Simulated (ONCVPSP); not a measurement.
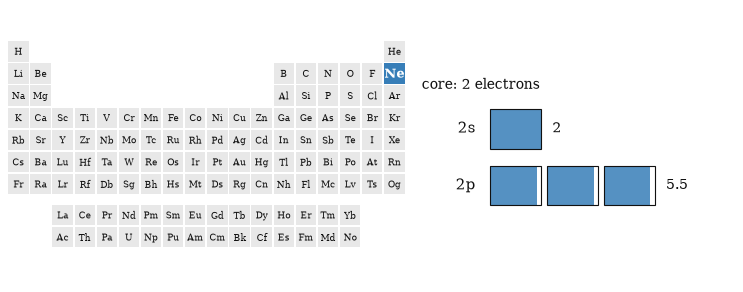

**Figure 1.** Left, the place of neon in the periodic table; right, the valence shells of the reference configuration: a box for each of the 2l + 1 orbitals, shaded by the share of the shell that is filled, with the electron count at the right. The shells are those of the unaltered input.

# Pseudopotential generation, with input and output: Ne

System: neon (Ne, Z = 10), core [He], reference valence 2s2 2p5.5 (an ion of charge +0.5), valence charge 8. (This line and the method describe the unaltered input from which the odd one was made.)
Method: ONCV potential, PBE, scalar-relativistic, made with ONCVPSP 4.0.1.

**The input**
```
# ATOM AND REFERENCE CONFIGURATION
# atsym  z   nc   nv     iexc    psfile
  Ne 10.00    1    2        4      upf
#
#   n    l    f
    1    0    2.00
    2    0    2.00
    2    1    5.50
#
# PSEUDOPOTENTIAL AND OPTIMIZATION
# lmax
    1
#
#   l,   rc,      ep,       ncon, nbas, qcut
    0    0.70    0.00    4    7   10.70
    1    0.85    0.00    4    8   19.80
#
# LOCAL POTENTIAL
# lloc, lpopt,  rc(5),   dvloc0
    4    5    0.50   -1.00
#
# VANDERBILT-KLEINMAN-BYLANDER PROJECTORs
# l, nproj, debl
    0    2    3.20
    1    2    3.40
#
# MODEL CORE CHARGE
# icmod, fcfact, rcfact
    1   20.00    0.00
#
# LOG DERIVATIVE ANALYSIS
# epsh1, epsh2, depsh
   -3.00    5.00    0.02
#
# OUTPUT GRID
# rlmax, drl
    6.00    0.01
#
# TEST CONFIGURATIONS
# ncnf
    4
# nvcnf
#   n    l    f
    2
    2    0    2.00
    2    1    6.00
#
    2
    2    0    2.00
    2    1    5.00
#
    2
    2    0    2.00
    2    1    4.00
#
    2
    2    0    2.00
    2    1    2.00
#
```

Hardware: 1 CPU thread, shared host.

Launched with:
```bash
oncvpsp.x < Ne.dat > Ne.out
```

**The program's output (extracts)**
```
ONCVPSP  (Optimized Norm-Conservinng Vanderbilt PSeudopotential)
scalar-relativistic version 4.0.1

#   n    l    f        energy (Ha)
    1    0    2.00    -3.0920326E+01
    2    0    2.00    -1.6749040E+00
    2    1    5.50    -8.2001250E-01

Reference configufation results
  iterations    22
  all-electron total energy (Ha)   -1.28687562D+02

Begin loop to  construct optimized pseudo wave functions
and semi-local pseudopoentials for all angular momenta

   Wellstate for l =  0  n =  4
     eigenvalue =   1.5251
     asymptotic potential =   2.0251
     half-point radius =  3.2686

Calculating optimized projector #   1

 for l=   0

    Fraction of norm inside rc  0.368614
    Optimizing pswf for qcut=  10.71 a_B^-1,  ecut=  57.30 Ha
    Residual kinetic energy error=  2.28D-03 Ha

    Energy error per electron        Cutoff
         Ha          eV             Ha
         0.01000     0.27211       44.87
         0.00100     0.02721       94.05
         0.00010     0.00272      226.59
         0.00001     0.00027      268.81

Calculating optimized projector #   2

 for l=   0

    Fraction of norm inside rc  0.035798
    Optimizing pswf for qcut=  10.71 a_B^-1,  ecut=  57.30 Ha
    Residual kinetic energy error=  4.07D-04 Ha

    Energy error per electron        Cutoff
         Ha          eV             Ha
         0.01000     0.27211       29.36
         0.00100     0.02721       50.80
         0.00010     0.00272       93.93
         0.00001     0.00027      227.16

   Wellstate for l =  1  n =  4
     eigenvalue =   2.5800
     asymptotic potential =   3.0800
     half-point radius =  2.6706

Calculating optimized projector #   1

 for l=   1

    Fraction of norm inside rc  0.530471
    Optimizing pswf for qcut=  19.78 a_B^-1,  ecut= 195.70 Ha
    Residual kinetic energy error=  3.63D-09 Ha

    Energy error per electron        Cutoff
         Ha          eV             Ha
         0.01000     0.27211       79.49
         0.00100     0.02721      107.17
         0.00010     0.00272      129.74
         0.00001     0.00027      149.11

Calculating optimized projector #   2

 for l=   1

    Fraction of norm inside rc  0.057447
    Optimizing pswf for qcut=  19.78 a_B^-1,  ecut= 195.70 Ha
    Residual kinetic energy error=  3.01D-09 Ha

    Energy error per electron        Cutoff
         Ha          eV             Ha
         0.01000     0.27211       66.01
         0.00100     0.02721       96.92
         0.00010     0.00272      123.25
         0.00001     0.00027      145.40

Construct Vanderbilt / Kleinmman-Bylander projectors

B matrix Hermiticity error, ll=   0
   1   2   -2.0290E-04

  Orthonormal projector coefficients  2.6366E+01  5.9324E+00

B matrix Hermiticity error, ll=   1
   1   2   -2.3262E-04

  Orthonormal projector coefficients -7.1275E+00 -1.4976E+00

Model core correction analysis
  based on d2Exc/dn_idn_j

d2excae - all-electron derivatives

   -4.027822D-02   -3.441821D-02
   -3.464075D-02   -3.522768D-02

d2excps - pseudofunction derivatives with no core correction

   -3.877056D-02   -3.631081D-02
   -3.653280D-02   -3.751115D-02

rms 2nd derivative error    1.913706E-03

Polynomial model core charge

d2excps - pseudofunction derivatives with core correction

   -3.897644D-02   -3.577103D-02
   -3.599338D-02   -3.604135D-02

rms 2nd derivative error    1.226421E-03

Pseudoatom total energy  -34.697395

Diagnostic tests using Vanderbilt-Kleinman-Bylander pseudopotentials
  1 or more projectors used as specified by nproj input data

   l    rcore       rmatch      e in        delta e   norm test  slope test

   0   0.7004018   0.7216675  -1.6749040  -0.0000486   1.0000848   1.0002412
   0   0.7004018   0.7216675   1.5250960   0.0000350   1.0003105   1.0003105

   1   0.8532584   0.8791652  -0.8200125  -0.0000284   1.0000702   1.0000873
   1   0.8532584   0.8791652   2.5799875  -0.0000400   1.0002808   1.0002808

 Testing for bound ghosts
   n   l    E NL Schr. Eq   E Basis Diag.   E Cutoff

   1   0       -1.674953       -1.610674    380.59

   2   1       -0.820041       -0.785801    414.29

 Testing for highly-localized positive-energy ghosts
       l    <radius>/rc     E Basis Diag.   E Cutoff

Test configuration 0

   n   l     f        eae           eps        diff
   1   0  2.0000  -30.92032589
   2   0  2.0000   -1.67490400   -1.67495260   -4.86D-05
   2   1  5.5000   -0.82001250   -0.82004090   -2.84D-05

    Total energies and differences
      AE_ref= -1.28687562D+02  AE_tst= -1.28687562D+02  dif=  0.00D+00
      PS_ref= -3.46973954D+01  PS_tst= -3.46973954D+01  dif=  7.11D-15
      PSP excitation error= -7.11D-15

Test configuration 1

   n   l     f        eae           eps        diff
   1   0  2.0000  -30.53150383
   2   0  2.0000   -1.33786275   -1.33782661    3.61D-05
   2   1  6.0000   -0.49001745   -0.49006608   -4.86D-05

    Total energies and differences
      AE_ref= -1.28687562D+02  AE_tst= -1.29013445D+02  dif= -3.26D-01
      PS_ref= -3.46973954D+01  PS_tst= -3.50233303D+01  dif= -3.26D-01
      PSP excitation error=  5.22D-05

Test configuration 2

   n   l     f        eae           eps        diff
   1   0  2.0000  -31.36218146
   2   0  2.0000   -2.04510668   -2.04521632   -1.10D-04
   2   1  5.0000   -1.18609781   -1.18602914    6.87D-05

    Total energies and differences
      AE_ref= -1.28687562D+02  AE_tst= -1.28187498D+02  dif=  5.00D-01
      PS_ref= -3.46973954D+01  PS_tst= -3.41972989D+01  dif=  5.00D-01
      PSP excitation error= -3.22D-05

Test configuration 3

   n   l     f        eae           eps        diff
   1   0  2.0000  -32.39325442
   2   0  2.0000   -2.87122970   -2.87123840   -8.70D-06
   2   1  4.0000   -2.01471202   -2.01398668    7.25D-04

    Total energies and differences
      AE_ref= -1.28687562D+02  AE_tst= -1.26597431D+02  dif=  2.09D+00
      PS_ref= -3.46973954D+01  PS_tst= -3.26074652D+01  dif=  2.09D+00
      PSP excitation error=  2.01D-04

Test configuration 4

   n   l     f        eae           eps        diff
   1   0  2.0000  -35.00233939
   2   0  2.0000   -4.81366525   -4.81085090    2.81D-03
   2   1  2.0000   -4.01231018   -4.00566377    6.65D-03

    Total energies and differences
      AE_ref= -1.28687562D+02  AE_tst= -1.20641884D+02  dif=  8.05D+00
      PS_ref= -3.46973954D+01  PS_tst= -2.66575304D+01  dif=  8.04D+00
      PSP excitation error=  5.81D-03
```

**Outcome**

| quantity | value |
| --- | --- |
| outcome | generated |
| ghost flags of the generator | 0 GHOST(-), 0 GHOST(+) |
| largest excitation error printed | 160 meV |
| wall time | 2.3 s |

**What is odd here**

This input holds a deliberate oddity: model core set to icmod 1, fcfact 20.00, rcfact 0.00. The program ran to the end. The all-electron atom is untouched: its total energy equals that from the unaltered input (−128.6876 Ha). The pseudo-atom's total energy moves by −0.085 Ha, so the potential, or the configuration in which it is tested, is another one.
